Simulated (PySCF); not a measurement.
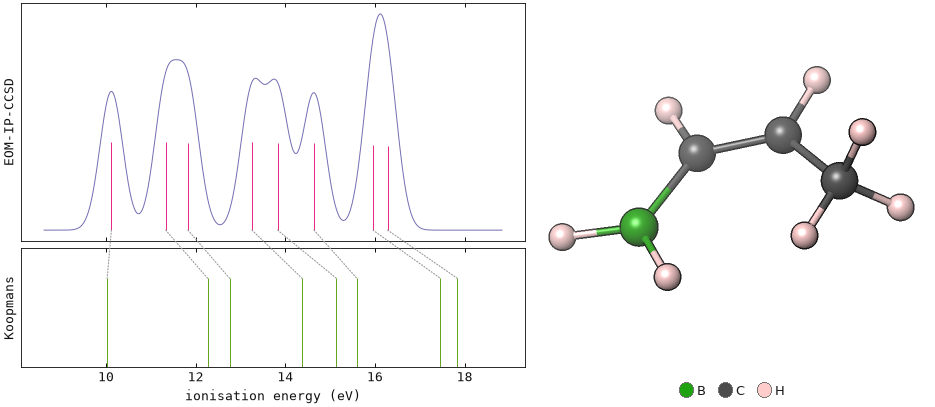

Valence photoelectron lines of C₃H₇B, SMILES B/C=C\C: vertical EOM-IP-CCSD/aug-cc-pVDZ (frozen core, PySCF, at a PBE0-D3(BJ)/def2-SVP geometry (no frequency check); 8 lines, one for each of the 8 highest orbitals, so a line of a deeper orbital can be missing among them) above, Hartree-Fock orbital energies with the sign turned below, non-relativistic; dotted lines join each line to its leading orbital. Stick heights are one-hole weights (summed over degenerate lines), not cross-sections; Gaussian width 0.60 eV.

Do correlation and relaxation change the order of the lines?

Not among these holes, which come in the order of the orbitals, HOMO, HOMO−1, HOMO−2, HOMO−3, HOMO−4, HOMO−5, HOMO−6, HOMO−7.

List the lines.

| hole | EOM-IP-CCSD (eV) | Koopmans (eV) | one-hole weight |
| --- | --- | --- | --- |
| HOMO | 10.12 | 10.03 | 0.96 |
| HOMO-1 | 11.33 | 12.27 | 0.95 |
| HOMO-2 | 11.83 | 12.76 | 0.95 |
| HOMO-3 | 13.26 | 14.37 | 0.95 |
| HOMO-4 | 13.83 | 15.14 | 0.94 |
| HOMO-5 | 14.64 | 15.59 | 0.95 |
| HOMO-6 | 15.96 | 17.46 | 0.93 |
| HOMO-7 | 16.28 | 17.83 | 0.91 |

Known limits of this run: small basis, so the lines can lie some tenths of an eV too low.
